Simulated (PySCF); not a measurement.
# CH3F, SMILES `CF`: electronic structure

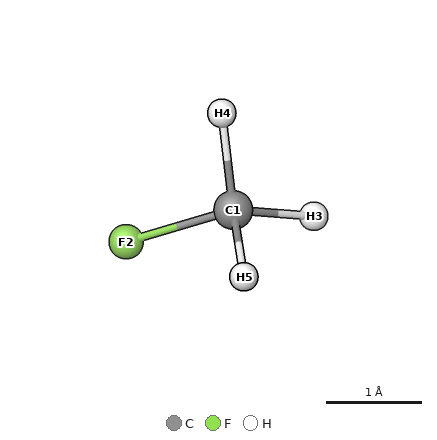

The molecule, with its atoms numbered as below. No frequency check shows the geometry to be a minimum.

Geometry (Å), atoms numbered from 1:

```
C1      -0.6257    0.0000    0.0000
F2       0.7385    0.0000    0.0000
H3      -0.9640   -0.8342   -0.6158
H4      -0.9640   -0.1161    1.0303
H5      -0.9640    0.9504   -0.4146
```

## 1. Bonding charge

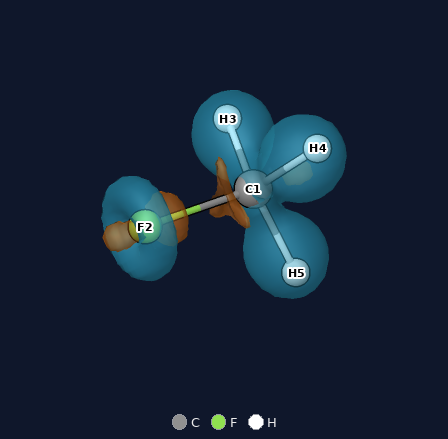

Deformation density (molecule less spherical, spin-averaged free atoms at the same positions), surfaces at ±0.2 e/Å³; light blue: gain, orange: loss.

PySCF calculation, TPSS/6-311G**, gas phase; geometry: GFN2-xTB.

> How much density has each bond gained at its critical point, relative to the free atoms?

C1–H3, C1–H4 and C1–H5: +0.74 e/Å³ at the bond critical point (bond length 1.09 Å, Mayer order 1.0). C1–F2: −0.12 e/Å³ at the bond critical point (bond length 1.36 Å, Mayer order 1.0); up to 0.6 Å beside the axis the gain reaches +0.17 e/Å³. In all, 1.1 electrons gather in the regions of gain relative to the promolecule. A small or negative value marks a very polar bond, one between electron-rich atoms, whose free-atom densities already overlap strongly, a long bond to a heavier atom, or a closed-shell contact such as a hydrogen bond.

## 2. Bond critical points

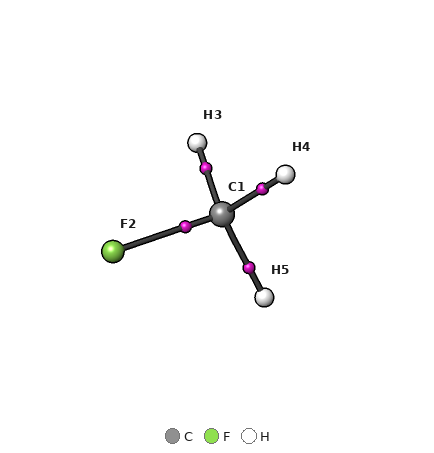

Molecular graph of the electron density (QTAIM): bond paths, bond critical points (magenta), ring points (cyan, if any); weak paths are dashed.

> How many critical points of each kind are there, and does the count close?

5 nuclei, 4 bond, 0 ring and 0 cage critical points: 5 − 4 + 0 − 0 = 1, as the Poincaré–Hopf relation requires.

> Give the properties at the bond critical points.

| bond | length (Å) | ρ (a.u.) | ∇²ρ (a.u.) | ε | H (a.u.) |
| --- | --- | --- | --- | --- | --- |
| C1–H3 (3 alike) | 1.091 | 0.285 | −0.99 | 0.04 | −0.284 |
| C1–F2 | 1.364 | 0.245 | +0.09 | 0.00 | −0.319 |

> What kind of interaction is C1–H3?

Shared-shell (covalent): ρ = 0.285, ∇²ρ = −0.99, H = −0.284 a.u.

## 3. Local ionisation energy

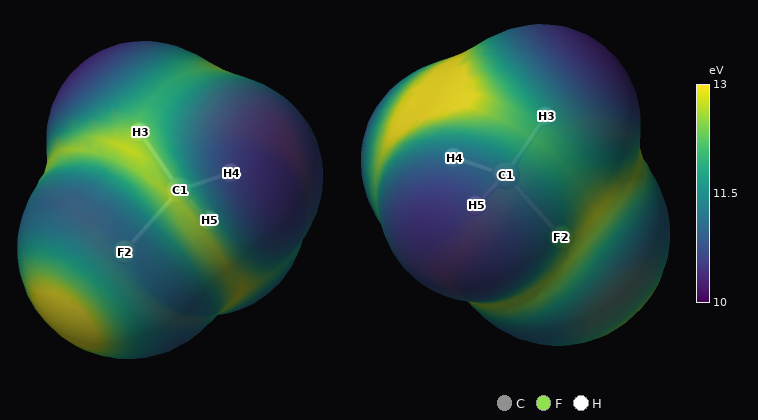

Average local ionisation energy on the surface of electron density 0.001 a.u. (back view left, front view right).

> Where are the most loosely bound electrons on this surface?

The lowest value is 10.3 eV, 1.3 Å from H5, and at like points elsewhere. Further minima include 10.9 eV, 1.6 Å from F2. For comparison, the highest occupied orbital lies at −7.8 eV.

> What volume does the surface enclose, and what is the dipole moment?

About 46 Å³; the dipole moment is 1.7 D.

## 4. In an electric field

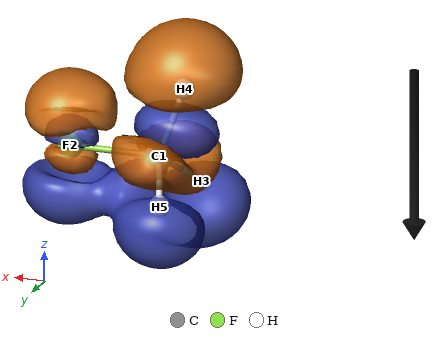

Change of the electron density in a uniform field of 0.51 V/Å along −z (arrow), surfaces at ±0.003 e/Å³ (orange: gain, blue: loss).

Method: BLYP/def2-SVPD; geometry: GFN2-xTB; program: PySCF.

The field was applied in both directions; the picture shows the one opposite to the script's first.

> How large is the response?

The induced dipole is 0.43 D (along the field); α along this axis, from the fields in both directions, is 17 bohr³ (2.5 Å³).

## 5. Localised orbitals

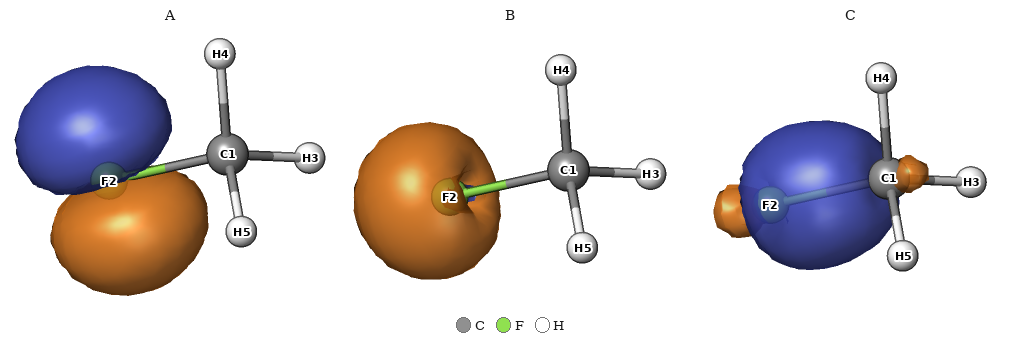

Intrinsic bond orbitals (IBO), occupied; each surface holds about 85 % of the orbital's density. Energies are diagonal elements of the Fock matrix.

Computed with PySCF, B3LYP/aug-cc-pVDZ, geometry: GFN2-xTB.

> What does each orbital represent in a Lewis picture?

By panel:
- A: lone pair on F2 (p-type) (F2 99 %; −11.1 eV)
- B: lone pair on F2 (sp0.4-type) (F2 100 %; −23.9 eV)
- C: σ bond F2–C1 (F2 70 %, C1 30 %; −23.3 eV)

> Which has the smallest and which the largest spatial spread?

Smallest: B (0.59 Å); largest: A (0.74 Å).

> How do all the valence pairs divide up?

7 pairs: 4 σ bonds and 3 lone pairs.

## 6. Stretching a bond

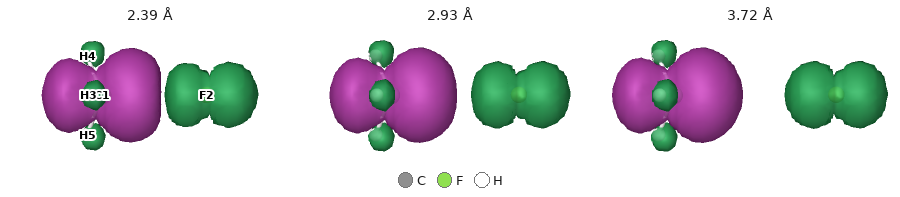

Rigid stretch of the C1–F2 bond. Broken-symmetry UHF spin density at ±0.03 e/Å³ (green: α, purple: β).

Level of theory: 6-311+G** basis (PySCF), at a geometry from GFN2-xTB.

> How does the broken-symmetry solution share the spin, and how far is it from a pure singlet?

At 3.72 Å excess α spin lies mostly on F2 and excess β on C1; the two could be swapped at no cost. ⟨S²⟩ is 0.90 at 2.39 Å, 0.99 at 2.93 Å and 1.01 at 3.72 Å, against 0 for a pure singlet and 1 for an equal mix of singlet and triplet.

> Where does the UHF solution part from RHF?

Between 1.80 Å (⟨S²⟩ = 0, the two coincide) and 2.06 Å (⟨S²⟩ = 0.64); at 3.72 Å ⟨S²⟩ is 1.01 and UHF lies 4.6 eV below RHF.

> How much energy does the stretch cost?

By CASSCF, 4.0 eV from the lowest point of the scan (1.46 Å) to 3.72 Å; RHF gives 7.8 eV from its own lowest point. The fragments aren't relaxed and dynamic correlation is missing, so this isn't a bond dissociation energy.

The PySCF runs shown took 2.8 s, 4.3 s, 1.8 s and 14 s on 1 thread of Intel(R) Xeon(R) 6975P-C (Granite Rapids), with other jobs on the host.
